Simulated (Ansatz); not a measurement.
# BGeH₅SSe: Born-Oppenheimer dynamics

Aim: follow BGeH₅SSe for 30 steps with a Langevin thermostat (1000 K) and see how far bonds stretch and how energy moves between motion and potential.

Computed with Ansatz 0.2.0, Gaussian basis. Level: BLYP/6-31G* with D3(BJ) with three-body dispersion.

## 1. Structure used throughout

The structure was relaxed beforehand with PBE0-D4 in a triple-zeta def2 set.

9 atoms, charge 0, spin multiplicity 1.

Atoms are counted from 1 here; the program's logs count them from 0.

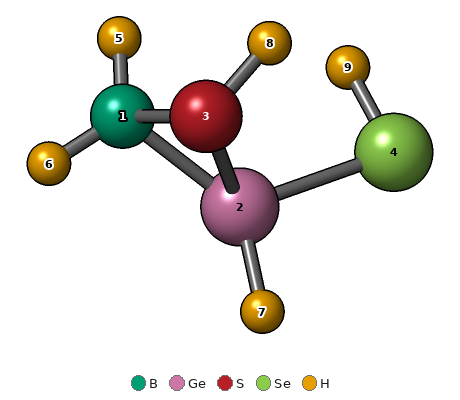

The structure; boron teal, germanium pink, sulfur red, selenium green, hydrogen amber; atoms are numbered from 1 in the order of the file.

Coordinates:

| atom | x (Å) | y (Å) | z (Å) |
| --- | --- | --- | --- |
| B1 | -0.2860 | -0.7730 | -1.1128 |
| Ge2 | 0.0990 | 1.0218 | -0.2019 |
| S3 | 1.4294 | -1.0610 | -0.2106 |
| Se4 | -0.4139 | 1.5439 | 2.0231 |
| H5 | -1.1998 | -1.3925 | -0.6612 |
| H6 | -0.0923 | -0.7109 | -2.2910 |
| H7 | 1.1921 | 2.0408 | -0.5778 |
| H8 | 0.9680 | -1.4032 | 1.0040 |
| H9 | -1.6079 | 0.6877 | 2.0111 |

## 2. Dynamics

Contents of in.yaml:

```yaml
crystal:
  periodic: [false, false, false]
  atoms:
    - {symbol: B, position_ang: [-0.286030, -0.772953, -1.112836]}
    - {symbol: Ge, position_ang: [0.099020, 1.021821, -0.201875]}
    - {symbol: S, position_ang: [1.429361, -1.061049, -0.210640]}
    - {symbol: Se, position_ang: [-0.413883, 1.543897, 2.023128]}
    - {symbol: H, position_ang: [-1.199842, -1.392544, -0.661204]}
    - {symbol: H, position_ang: [-0.092346, -0.710906, -2.291019]}
    - {symbol: H, position_ang: [1.192116, 2.040798, -0.577794]}
    - {symbol: H, position_ang: [0.968013, -1.403208, 1.004012]}
    - {symbol: H, position_ang: [-1.607908, 0.687745, 2.011129]}
basis:
  gaussian: {orbitals: "6-31G*"}
hamiltonian: {xc: {name: BLYP}, dispersion: d3bjatm}
md: {timestep: 1 fs, n_steps: 30, ensemble: nvt_langevin, temperature: 1000, initial_velocities: maxwell_boltzmann, friction: 0.01, seed: 463}
```

Started as:

```bash
> ansatz run in.yaml --threads 4 --pin off --events-out ev --progress --plain --max-ram 10444MiB
```

Log, shortened:

```text
Functional definition: BLYP
  name "BLYP"
  cite "Becke, Phys. Rev. A 38, 3098 (1988) doi:10.1103/PhysRevA.38.3098"
  cite "Lee, Yang & Parr, Phys. Rev. B 37, 785 (1988) doi:10.1103/PhysRevB.37.785"
[...]
1310 factors; their error is unknown
[...]
mean field -133447.53731162 eV, -4904.1065422125 hartree, gradient 2.7e-5 eV, S^2 0.000000; 0 other end points of the search recorded, 0 dependent functions left out
[...]
reference -133447.53767293 eV, -4904.1065554904 hartree; 46, 46 occupied and 68, 68 virtual orbitals, 1310 factors
md step     0: t =     0.00 fs  T =   888.9 K  F+E_penalty+E_count = -133448.13150410 eV  E_kin = 1.034080 eV  (27 SCF iters)
[...]
md step     7: t =     7.00 fs  T =   605.0 K  F+E_penalty+E_count = -133447.67566823 eV  E_kin = 0.703794 eV  (29 SCF iters, 3 dispersion substeps)
[...]
md step    14: t =    14.00 fs  T =   562.8 K  F+E_penalty+E_count = -133447.69168988 eV  E_kin = 0.654755 eV  (29 SCF iters, 3 dispersion substeps)
[...]
md step    21: t =    21.00 fs  T =   697.3 K  F+E_penalty+E_count = -133447.83032306 eV  E_kin = 0.811250 eV  (29 SCF iters, 3 dispersion substeps)
[...]
md step    28: t =    28.00 fs  T =   557.3 K  F+E_penalty+E_count = -133447.56134839 eV  E_kin = 0.648280 eV  (29 SCF iters, 3 dispersion substeps)
[...]
md step    29: t =    29.00 fs  T =   544.6 K  F+E_penalty+E_count = -133447.50506451 eV  E_kin = 0.633550 eV  (30 SCF iters, 3 dispersion substeps)
[...]
md step    30: t =    30.00 fs  T =   521.5 K  F+E_penalty+E_count = -133447.45891585 eV  E_kin = 0.606728 eV  (29 SCF iters, 3 dispersion substeps)
Total energy: -133447.45928640 eV, -4904.1036748384 hartree
Atom 0 at    -0.546593    -0.801232    -1.147168 Å, force    -1.027339    -0.109999    -0.429064 eV/Å
Atom 1 at     0.027180     0.959592    -0.285276 Å, force    -0.016312    -0.004544    -1.031051 eV/Å
Atom 2 at     1.470055    -1.132158    -0.171748 Å, force    -0.334469     0.221350    -1.629198 eV/Å
Atom 3 at    -0.440055     1.644107     1.974682 Å, force     0.152925     0.198995     0.184510 eV/Å
Atom 4 at    -1.542585    -1.164447    -0.534097 Å, force     0.745217    -0.520786    -0.083431 eV/Å
Atom 5 at    -0.596566    -0.936891    -2.429733 Å, force     0.690477     0.202746     1.712240 eV/Å
Atom 6 at     0.860034     1.992505    -1.162129 Å, force     0.078377     0.134833     0.728340 eV/Å
Atom 7 at     1.197694    -1.105267     1.122510 Å, force    -0.471971    -0.223912     1.007243 eV/Å
Atom 8 at    -1.338260     0.500816     2.399340 Å, force     0.183095     0.101317    -0.459589 eV/Å
Dipole moment:    -0.064929     0.143075     0.263046 e Å
```

It took 71 s on 4 threads, shared host.

## 3. Frames and traces

Every 2 steps, with energies from the start:

| time (fs) | T (K) | potential (meV) | B1–S3 (Å) |
| --- | --- | --- | --- |
| 0.0 | 889 | 0.0 | 1.959 |
| 2.0 | 864 | 117.7 | 1.982 |
| 4.0 | 650 | 296.7 | 2.006 |
| 6.0 | 654 | 409.2 | 2.038 |
| 8.0 | 565 | 510.5 | 2.071 |
| 10.0 | 417 | 631.2 | 2.104 |
| 12.0 | 411 | 601.5 | 2.133 |
| 14.0 | 563 | 439.8 | 2.154 |
| 16.0 | 512 | 440.1 | 2.174 |
| 18.0 | 564 | 398.9 | 2.196 |
| 20.0 | 656 | 320.0 | 2.215 |
| 22.0 | 762 | 299.0 | 2.233 |
| 24.0 | 678 | 383.5 | 2.248 |
| 26.0 | 580 | 513.6 | 2.254 |
| 28.0 | 557 | 570.2 | 2.256 |
| 30.0 | 522 | 672.6 | 2.264 |

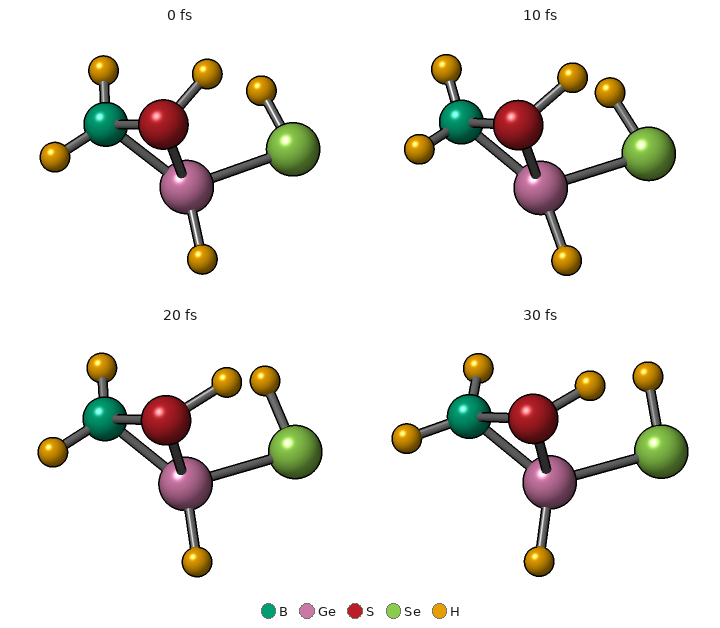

Four frames; sticks are those of the first frame.

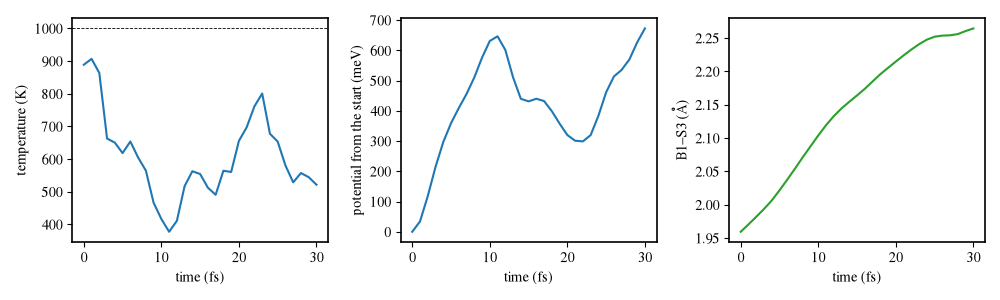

Temperature (the set value dashed), potential energy and the bond that swings most.

Positions (Å) and forces (eV/Å) at 30.0 fs:

```xyz
9

B    -0.547   -0.801   -1.147   -1.027   -0.110   -0.429
Ge    0.027    0.960   -0.285   -0.016   -0.005   -1.031
S     1.470   -1.132   -0.172   -0.334    0.221   -1.629
Se   -0.440    1.644    1.975    0.153    0.199    0.185
H    -1.543   -1.164   -0.534    0.745   -0.521   -0.083
H    -0.597   -0.937   -2.430    0.690    0.203    1.712
H     0.860    1.993   -1.162    0.078    0.135    0.728
H     1.198   -1.105    1.123   -0.472   -0.224    1.007
H    -1.338    0.501    2.399    0.183    0.101   -0.460
```

## 4. Results

| quantity | value |
| --- | --- |
| length | 30 steps of 1.0 fs |
| temperature, first and last frame | 889, 522 K |
| temperature, second half | mean 604 K, from 491 to 801 K |
| swing of the potential | 673 meV |
| range of B1–S3 | 1.959 to 2.264 Å |

What this shows: From 889 K at the start the temperature swings between 377 and 907 K: with 9 atoms it has no steady value yet; starting near a minimum, about half of the kinetic energy flows into the potential. The first value differs from the one set because the log counts other degrees of freedom than the draw of velocities did. B1–S3 swings most, by 0.31 Å; no bond breaks. A run of 30 fs gives no averages.
